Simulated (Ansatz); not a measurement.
FH₅OW···H₂

```csv
atom,x (Å),y (Å),z (Å)
W,-0.6427,0.0686,-0.0380
O,-0.7707,0.1002,1.8327
H,-0.3996,-0.5160,2.4740
H,0.8580,0.1660,-0.7962
H,-0.0423,1.5964,-0.4346
F,-2.3233,-0.1248,-0.8521
H,0.4943,-1.0741,0.3965
H,-0.3188,-1.1599,-1.1221
H,2.5515,1.5369,1.8143
H,1.8927,1.5614,2.1845
```

Core potentials replace the inner electrons of W.

Computed with RKS r2SCANh/def2-SVP (Ansatz 0.2.0).

> What will maps of the electron density and electron localisation function show?

W–O (1.88 Å): ρ is about 1.2 e/Å³ halfway; the ELF peaks at about 0.85 in the valence shell of O, 0.5 Å from its nucleus, and drops to about 0.30 between the two atoms.
W–F (1.88 Å): the density is about 1 e/Å³ at the midpoint; the ELF peaks at about 0.85 in the valence shell of F, 0.5 Å from its nucleus, and drops to about 0.20 between the two atoms.
W–H (1.68 Å): ρ at the midpoint is about 1.6 e/Å³; the ELF climbs to about 1 towards the hydrogen.

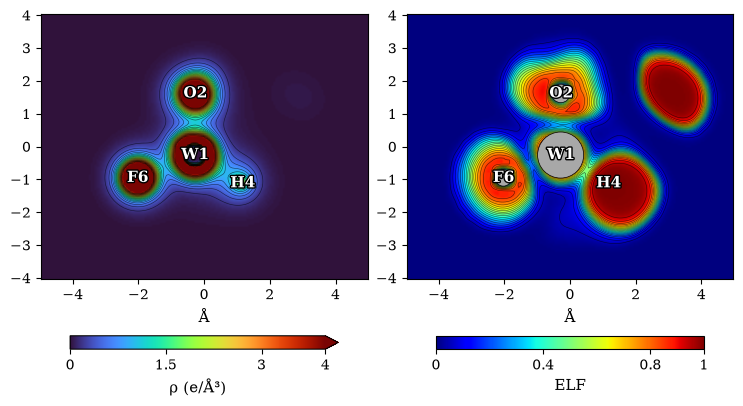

Computed electron density and electron localisation function on the plane of atoms O2, W1 and F6, in this order. Grey discs cover the atomic cores in the ELF map. 
